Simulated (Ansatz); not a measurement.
# TiC (Fm-3m): thermal expansion from first principles, part 2 of 2

Wanted: α(T), C_P(T) and B(T) of TiC in the quasi-harmonic approximation.

What experiment has found for this phase:
- heat capacity C_P per formula unit 33.9 J/mol/K near room temperature (given in “High-Throughput Prediction of Finite-Temperature Properties using the Quasi-Harmonic Approximation”, 2016, arXiv:1603.06924)

Ansatz 0.2.0; DFT PBE, scalar-relativistic, plane waves, PAW.

So far. Step 2 (Probe on a coarse mesh): The start is under 2.6 GPa at this level and looks like a metal on this mesh. Step 4 (Relaxing to small residual forces and stress): The residual pressure is 0.0031 GPa, small enough for phonons. The relaxed cell has a = 4.333 Å (conventional setting).

The database entry behind the starting cell differs from later determinations by our own check (0.1 to 0.3 % short, probably kX units), so it need not match the best structure at ambient conditions.

## Step 5: Phonons on strained cells

Thermal expansion follows from how the free energy of the vibrations (and of the electrons in a metal) changes with strain, so the program makes strained cells, their phonons and a fit in one run.

input.yaml reads:

```yaml
crystal:
  lattice:
    - [0.0, 2.1664727307, 2.1664727307]
    - [2.1664727307, 0.0, 2.1664727307]
    - [2.1664727307, 2.1664727307, 0.0]
  atoms:
    - { symbol: Ti, position: [0.0, 0.0, 0.0] }
    - { symbol: C, position: [0.5, 0.5, 0.5] }
kpoints:
  mp_grid: { grid: [16, 16, 16] }
hamiltonian:
  xc: pbe
scf:
  occupations: { method: methfessel_paxton, width: 0.2 }
output:
  eigenvalues: true
phonons:
  method: dfpt
  qmesh: [4, 4, 4]
  temperatures: { t_max: 1200.0, t_step: 50 }
  thermal_expansion: {}
```

On the command line:

```sh
ansatz run input.yaml --threads 8 --pin off --max-ram 16384MiB --backend cpu --events-out ev --progress --plain --runs-dir out
```

Numbers of over 12 decimals in the logs are rounded to 6 here.

The log of the run:

```text
[...]
Crystal: 2 atoms, lattice volume = 20.337 Å³
Basis set: ecut = 487.2 eV, 531 PW (Γ), exchange–correlation on 48×48×48 points (8 copies of the dense FFT grid, shifted against one another)
Bands: 12, of which v1, the nominal top of the filled ones, is band 8 counted from 1 (7 counted from 0)
Symmetry: 48 space group operations
[...]
k-points: 145 of 4096
[...]
SCF iter   1: F=—  HF=-2752.275596 eV  |F-HF|=—  |Δ(HF+E_count)|=         —  Δρ=3.69e-3  dr2=1.83e-3  ethr=1.77e-3  ⟨swp⟩=4.4  Hψ=8555  notcnv=0
[...]
SCF iter   6: F=-2752.275122 eV  HF=-2752.275122 eV  |F-HF|=6.37e-12  |Δ(HF+E_count)|=  5.07e-10  S|Δr|=    0.00e0  Δρ=4.56e-7  dr2=1.79e-11  ethr=1.00e-12  ⟨swp⟩=4.5  Hψ=8234  notcnv=0
SCF 1 converged in 6 iterations: F = -2752.275122 eV  dr2 = 1.79e-11
[...]
relax step   1: F+E_penalty+E_count = -2752.27512243 eV  Δ(F+E_penalty+E_count) = +0.000e0 eV  max|allowed force component| = 4.339e-30 eV/Å  Δτ_max = 0.0000 Å  (6 SCF iters, accepted)
SCF converged after 6 iterations
[...]
Free energy (F): -2752.275122 eV
[...]
Internal energy: -2752.274598 eV  (E = F + TS)
E sigma→0 (E₀):  -2752.274991 eV
Entropy (-TS):   -0.000524 eV (-0.262 meV/atom)
Fermi energy:    14.672331 eV
[...]
--- Stress (GPa, compression-positive) ---
       -0.028297      -0.000000       0.000000
        0.000000      -0.028297       0.000000
       -0.000000      -0.000000      -0.028297
  P = ⅓ Tr σ = -0.0283 GPa (-0.283 kbar)
--- Band table (eV; the first three rows and the last of 145) ---
  k-point 0: bands = [... 4 lower, 2.2804, 15.3732, 15.3732, 15.3732, 16.3490, 16.3490, 16.3490, 16.3969]
  k-point 1: bands = [... 4 lower, 2.3691, 14.9267, 15.1628, 15.1628, 15.7062, 15.7062, 16.5906, 17.3789]
  k-point 2: bands = [... 4 lower, 2.6294, 14.0478, 14.3926, 14.3926, 15.7890, 15.7890, 16.9215, 18.4409]
  k-point 144: bands = [... 4 lower, 5.1579, 11.5354, 11.5354, 11.9723, 17.4683, 17.4683, 18.2022, 19.7872]
── thermal expansion: 3 new cells, 3 in all ──
thermal expansion: relaxation of cell 2
thermal expansion: relaxation of cell 3
── thermal expansion: 2 new cells, 5 in all ──
thermal expansion: relaxation of cell 4
thermal expansion: lower-state search of cell 4
thermal expansion: electrons of cell 4
thermal expansion: phonons of cell 4
thermal expansion: relaxation of cell 5
thermal expansion: electrons of cell 1
thermal expansion: electrons of cell 2
thermal expansion: electrons of cell 3
thermal expansion: electrons of cell 5
thermal expansion: phonons of cell 5
── thermal expansion: 5 new cells, 10 in all ──
thermal expansion: relaxation of cell 6
thermal expansion: relaxation of cell 7
thermal expansion: relaxation of cell 8
thermal expansion: relaxation of cell 9
thermal expansion: relaxation of cell 10
thermal expansion: electrons of cell 6
thermal expansion: electrons of cell 7
thermal expansion: electrons of cell 8
thermal expansion: electrons of cell 9
thermal expansion: electrons of cell 10
thermal expansion: phonons of cell 6
thermal expansion: phonons of cell 7
--- Relaxed structure (1 steps of the walk, 1 accepted, 0 SCFs on fresh bases) ---
  F+E_penalty+E_count = -2752.27512243 eV   max|allowed force component| = 4.339e-30 eV/Å
  atoms:
    - { symbol: Ti, position: [0.0, 0.0, 0.0] }
    - { symbol: C, position: [0.5, 0.5, 0.5] }
--- Thermal expansion: 10 cells in 3 rounds, 0 GPa ---
  no lower state was reached at cell 4; its state was not examined: fill_not_monotonic
  without vibrations: a 3.06374, b 3.06374, c 3.06374 Å, V 20.3347 Å³, B 250.49 GPa
  at 0 K: a 3.07177, b 3.07177, c 3.07177 Å, V 20.4952 Å³, B 244.85 GPa
  zero-point expansion: a +0.262, b +0.262, c +0.262, V +0.789 %
      T/K        a/Å        b/Å        c/Å       V/Å³ | expansion of a, b, c, V (1e-6/K)   | that of V in the mean from 25 °C | C_P, C_V (J/mol K of the cell) | B_T, B_S (GPa)
     0.00    3.07177    3.07177    3.07177    20.4952 |    0.00    0.00    0.00    0.00 |    9.16 |     0.000     0.000 |   244.85   244.85
   150.00    3.07227    3.07227    3.07227    20.5052 |    3.22    3.22    3.22    9.65 |   15.14 |    17.037    16.995 |   243.76   244.36
   298.15    3.07457    3.07457    3.07457    20.5513 |    6.45    6.45    6.45   19.35 |       - |    35.265    34.934 |   240.07   242.35
   400.00    3.07678    3.07678    3.07678    20.5956 |    7.53    7.53    7.53   22.60 |   21.14 |    41.258    40.657 |   237.02   240.52
   550.00    3.08049    3.08049    3.08049    20.6701 |    8.44    8.44    8.44   25.33 |   22.95 |    45.895    44.875 |   232.22   237.49
   700.00    3.08453    3.08453    3.08453    20.7517 |    9.03    9.03    9.03   27.08 |   24.26 |    48.435    46.978 |   227.18   234.23
   850.00    3.08882    3.08882    3.08882    20.8383 |    9.48    9.48    9.48   28.45 |   25.31 |    50.116    48.199 |   221.95   230.78
  1000.00    3.09332    3.09332    3.09332    20.9294 |    9.90    9.90    9.90   29.70 |   26.21 |    51.412    49.004 |   216.55   227.18
  1150.00    3.09801    3.09801    3.09801    21.0248 |   10.31   10.31   10.31   30.92 |   27.05 |    52.534    49.597 |   210.96   223.45
  1200.00    3.09961    3.09961    3.09961    21.0576 |   10.45   10.45   10.45   31.34 |   27.31 |    52.890    49.766 |   209.05   222.18
  the static fit leaves 0.002 meV an atom of the energies and, of the stresses, 0.000 GPa of each cell's largest along a strain (root mean squares over the cells), whose Pulay part it has at -0.048 GPa
  vibrations' free energy: its fit passes through its cells
  the electrons' free energy at temperature is in it; its fit leaves 0.0001 meV an atom at the most
  free energies summed between the sampled wave vectors
  estimated error of the fitted expansion in any direction: up to 0.017e-6/K, at 1200 K, with few degrees of freedom (an estimate, not a bound: it was exceeded on models of known expansion)
  by sums over the sampled wave vectors an expansion of the volume parts by up to 0.12e-6/K
  by a static energy of one degree less an expansion of the volume parts by up to 0.02e-6/K
```

The job ended after 14 min (8 threads of Intel Xeon at 2.70GHz, shared host; peak memory 3.3 GiB).

Numbers from this step:

| Property | Result |
| --- | --- |
| pressure | -0.02830 GPa |
| volume expansion coefficient at 298 K | 19.35 1e-6/K |
| C_P at 298 K | 17.63 J/mol-atom/K |
| entropy at 298 K | 13.02 J/mol-atom/K |
| isothermal bulk modulus at 298 K | 240.1 GPa |
| Grüneisen parameter at 298 K | 1.646 |
| volume at 298 K | 10.28 Å³/atom |
| principal linear expansion coefficients at 298 K | 6.45, 6.45, 6.45 1e-6/K |

Strained cells of the study; zero-point energy where phonons were solved; the pressures are stresses at a fixed cutoff and can carry an offset from the finite basis. Expansion cells, by row:

| cell | \|a\| (Å) | \|b\| (Å) | \|c\| (Å) | V (Å³/atom) | E - E_lowest (meV/atom) | pressure, compression positive (GPa) | gap (eV) | zero-point energy (meV/atom) |
| --- | --- | --- | --- | --- | --- | --- | --- | --- |
| 1 | 3.064 | 3.064 | 3.064 | 10.17 | 0 | -0.077 | - | - |
| 2 | 3.088 | 3.088 | 3.088 | 10.41 | 4.512 | -5.78 | - | - |
| 3 | 3.04 | 3.04 | 3.04 | 9.928 | 4.572 | 6.201 | - | - |
| 4 | 3.064 | 3.064 | 3.064 | 10.17 | 0 | -0.097 | - | 81.83 |
| 5 | 3.079 | 3.079 | 3.079 | 10.32 | 1.805 | -3.73 | - | 79.97 |
| 6 | 3.096 | 3.096 | 3.096 | 10.49 | 7.464 | -7.334 | - | 78.02 |
| 7 | 3.111 | 3.111 | 3.111 | 10.65 | 16.55 | -10.62 | - | 76.12 |
| 8 | 3.034 | 3.034 | 3.034 | 9.87 | 7.17 | 7.856 | - | - |
| 9 | 3.049 | 3.049 | 3.049 | 10.02 | 1.752 | 3.762 | - | - |
| 10 | 3.135 | 3.135 | 3.135 | 10.9 | 36.56 | -15.16 | - | - |

Quasi-harmonic; a, b, c are the run's own cell vectors. Expansion, by row:

| T (K) | a (Å) | b (Å) | c (Å) | alpha (deg) | beta (deg) | gamma (deg) | cell volume (Å³/cell) | alpha_a (1e-6/K) | alpha_b (1e-6/K) | alpha_c (1e-6/K) | alpha_V (1e-6/K) | C_P (J/mol-atom/K) | C_V (J/mol-atom/K) | S (J/mol-atom/K) | B_T (GPa) | B_S (GPa) | Grueneisen | extrapolation | fit error (1e-6/K) |
| --- | --- | --- | --- | --- | --- | --- | --- | --- | --- | --- | --- | --- | --- | --- | --- | --- | --- | --- | --- |
| 0 | 3.072 | 3.072 | 3.072 | 60 | 60 | 60 | 20.5 | 0 | 0 | 0 | 0 | 0 | 0 | 0 | 244.8 | 244.8 | - | 0 | 0 |
| 50 | 3.072 | 3.072 | 3.072 | 60 | 60 | 60 | 20.5 | 0.2 | 0.2 | 0.2 | 0.59 | 0.551 | 0.55 | 0.156 | 244.8 | 244.8 | 1.621 | 0 | 0 |
| 100 | 3.072 | 3.072 | 3.072 | 60 | 60 | 60 | 20.5 | 1.57 | 1.57 | 1.57 | 4.71 | 4.091 | 4.087 | 1.488 | 244.5 | 244.7 | 1.74 | 0 | 0 |
| 150 | 3.072 | 3.072 | 3.072 | 60 | 60 | 60 | 20.51 | 3.22 | 3.22 | 3.22 | 9.65 | 8.519 | 8.498 | 3.988 | 243.8 | 244.4 | 1.71 | 0 | 0 |
| 200 | 3.073 | 3.073 | 3.073 | 60 | 60 | 60 | 20.52 | 4.61 | 4.61 | 4.61 | 13.84 | 12.42 | 12.36 | 6.992 | 242.7 | 243.8 | 1.679 | 0 | 0 |
| 250 | 3.074 | 3.074 | 3.074 | 60 | 60 | 60 | 20.53 | 5.68 | 5.68 | 5.68 | 17.04 | 15.45 | 15.34 | 10.1 | 241.4 | 243.1 | 1.658 | 0 | 0 |
| 298.1 | 3.075 | 3.075 | 3.075 | 60 | 60 | 60 | 20.55 | 6.45 | 6.45 | 6.45 | 19.35 | 17.63 | 17.47 | 13.02 | 240.1 | 242.3 | 1.646 | 0 | 0 |
| 300 | 3.075 | 3.075 | 3.075 | 60 | 60 | 60 | 20.55 | 6.48 | 6.48 | 6.48 | 19.43 | 17.7 | 17.54 | 13.13 | 240 | 242.3 | 1.646 | 0 | 0 |
| 350 | 3.076 | 3.076 | 3.076 | 60 | 60 | 60 | 20.57 | 7.07 | 7.07 | 7.07 | 21.22 | 19.38 | 19.14 | 15.99 | 238.6 | 241.4 | 1.638 | 0 | 0 |
| 400 | 3.077 | 3.077 | 3.077 | 60 | 60 | 60 | 20.6 | 7.53 | 7.53 | 7.53 | 22.6 | 20.63 | 20.33 | 18.66 | 237 | 240.5 | 1.634 | 0 | 0 |
| 450 | 3.078 | 3.078 | 3.078 | 60 | 60 | 60 | 20.62 | 7.9 | 7.9 | 7.9 | 23.69 | 21.59 | 21.22 | 21.15 | 235.4 | 239.6 | 1.632 | 0 | 0.01 |
| 500 | 3.079 | 3.079 | 3.079 | 60 | 60 | 60 | 20.64 | 8.19 | 8.19 | 8.19 | 24.58 | 22.34 | 21.9 | 23.47 | 233.8 | 238.5 | 1.631 | 0 | 0.01 |
| 550 | 3.08 | 3.08 | 3.08 | 60 | 60 | 60 | 20.67 | 8.44 | 8.44 | 8.44 | 25.33 | 22.95 | 22.44 | 25.63 | 232.2 | 237.5 | 1.631 | 0 | 0.01 |
| 600 | 3.082 | 3.082 | 3.082 | 60 | 60 | 60 | 20.7 | 8.66 | 8.66 | 8.66 | 25.98 | 23.44 | 22.86 | 27.64 | 230.6 | 236.4 | 1.633 | 0 | 0.01 |
| 650 | 3.083 | 3.083 | 3.083 | 60 | 60 | 60 | 20.72 | 8.85 | 8.85 | 8.85 | 26.55 | 23.86 | 23.21 | 29.54 | 228.9 | 235.3 | 1.634 | 0 | 0.01 |
| 700 | 3.085 | 3.085 | 3.085 | 60 | 60 | 60 | 20.75 | 9.03 | 9.03 | 9.03 | 27.08 | 24.22 | 23.49 | 31.32 | 227.2 | 234.2 | 1.636 | 0 | 0.01 |
| 750 | 3.086 | 3.086 | 3.086 | 60 | 60 | 60 | 20.78 | 9.19 | 9.19 | 9.19 | 27.56 | 24.53 | 23.73 | 33 | 225.5 | 233.1 | 1.639 | 0 | 0.01 |
| 800 | 3.087 | 3.087 | 3.087 | 60 | 60 | 60 | 20.81 | 9.34 | 9.34 | 9.34 | 28.02 | 24.81 | 23.93 | 34.59 | 223.7 | 231.9 | 1.641 | 0 | 0.01 |
| 850 | 3.089 | 3.089 | 3.089 | 60 | 60 | 60 | 20.84 | 9.48 | 9.48 | 9.48 | 28.45 | 25.06 | 24.1 | 36.1 | 221.9 | 230.8 | 1.644 | 0 | 0.01 |
| 900 | 3.09 | 3.09 | 3.09 | 60 | 60 | 60 | 20.87 | 9.63 | 9.63 | 9.63 | 28.88 | 25.29 | 24.25 | 37.54 | 220.2 | 229.6 | 1.647 | 0 | 0.01 |
| 950 | 3.092 | 3.092 | 3.092 | 60 | 60 | 60 | 20.9 | 9.76 | 9.76 | 9.76 | 29.29 | 25.5 | 24.38 | 38.92 | 218.4 | 228.4 | 1.651 | 0 | 0.01 |
| 1000 | 3.093 | 3.093 | 3.093 | 60 | 60 | 60 | 20.93 | 9.9 | 9.9 | 9.9 | 29.7 | 25.71 | 24.5 | 40.23 | 216.6 | 227.2 | 1.654 | 0 | 0.01 |
| 1050 | 3.095 | 3.095 | 3.095 | 60 | 60 | 60 | 20.96 | 10.04 | 10.04 | 10.04 | 30.11 | 25.9 | 24.61 | 41.49 | 214.7 | 225.9 | 1.658 | 0 | 0.01 |
| 1100 | 3.096 | 3.096 | 3.096 | 60 | 60 | 60 | 20.99 | 10.17 | 10.17 | 10.17 | 30.51 | 26.09 | 24.71 | 42.7 | 212.8 | 224.7 | 1.661 | 0 | 0.01 |
| 1150 | 3.098 | 3.098 | 3.098 | 60 | 60 | 60 | 21.02 | 10.31 | 10.31 | 10.31 | 30.92 | 26.27 | 24.8 | 43.86 | 211 | 223.4 | 1.665 | 0 | 0.01 |
| 1200 | 3.1 | 3.1 | 3.1 | 60 | 60 | 60 | 21.06 | 10.45 | 10.45 | 10.45 | 31.34 | 26.45 | 24.88 | 44.98 | 209.1 | 222.2 | 1.669 | 0 | 0.02 |

Expansion coefficient against temperature; values in 1e-6/K:

| temperature (K) | volume | principal 1 |
| --- | --- | --- |
| 0 | 0 | 0 |
| 150 | 9.65 | 3.22 |
| 298 | 19.4 | 6.45 |
| 350 | 21.2 | 7.07 |
| 500 | 24.6 | 8.19 |
| 650 | 26.6 | 8.85 |
| 800 | 28.0 | 9.34 |
| 900 | 28.9 | 9.63 |
| 1050 | 30.1 | 10.0 |
| 1200 | 31.3 | 10.4 |

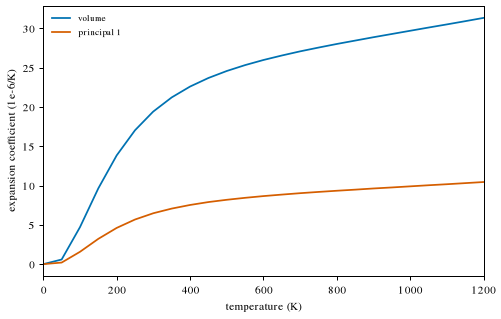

Expansion coefficient, plotted against temperature.

At 298 K the volume expansion is 19.4 × 10⁻⁶/K and B_T is 240 GPa. The program raised the cutoff to 487.2 eV by itself: with no cutoff typed, the study takes about 1.16 times the default for its relaxations and scales it with the volume for the phonons.

## Step 6: Outcome

```json
{"settings of these figures": "PBE, 487.2 eV, k 16×16×16, q 4×4×4", "volume expansion coefficient at 298 K": "19.35 1e-6/K", "C_P at 298 K": "17.63 J/mol-atom/K", "entropy at 298 K": "13.02 J/mol-atom/K", "isothermal bulk modulus at 298 K": "240.1 GPa", "Grüneisen parameter at 298 K": "1.646", "volume at 298 K": "10.28 Å³/atom", "principal linear expansion coefficients at 298 K": "6.45, 6.45, 6.45 1e-6/K"}
```

Near room temperature TiC expands by 19.4 × 10⁻⁶/K in volume by PBE, with C_P = 17.6 J/(mol K) per mole of atoms and B_T = 240 GPa. C_P at room temperature is 71 % of the classical 3R an atom, so the stiffest modes are still partly frozen out. In this metal the study includes the electrons' free energy, which adds a term that grows with temperature, so the heat capacities need not level off at 3R. A measured heat capacity per formula unit near room temperature is 33.9 J/mol/K (arXiv:1603.06924); the calculated 35.3 J/mol/K differs by +4 %.

[Logs are printed without paths, hosts, clocks, repeated set-up lines and the standing remarks that a program may print on its own settings, such as how far it seeks lower states.]

[Hosts, paths, dates, database ids (printed as entryN), source tags and the programs' standing remarks are cut or masked in the printed files.]

[A step with changed settings may run another functional than the one named; its input shows which.]
